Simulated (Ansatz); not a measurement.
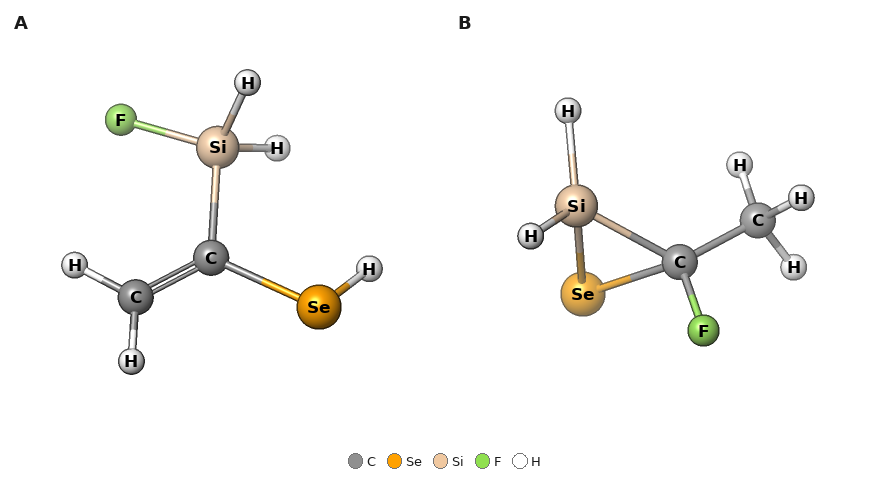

Depth is shown by fading: the farther an atom, the more it takes the colour of the background. The geometry was computed by an optimisation with PBE-D4/def2-SVP. No frequency run is at hand to confirm it as a minimum.

> Are A and B the same structure? If not, how do they differ?

No. They are constitutional isomers of C2H5FSeSi: A is C=C([SeH])[SiH2]F, B is C[C@@]1(F)[SiH2][Se]1
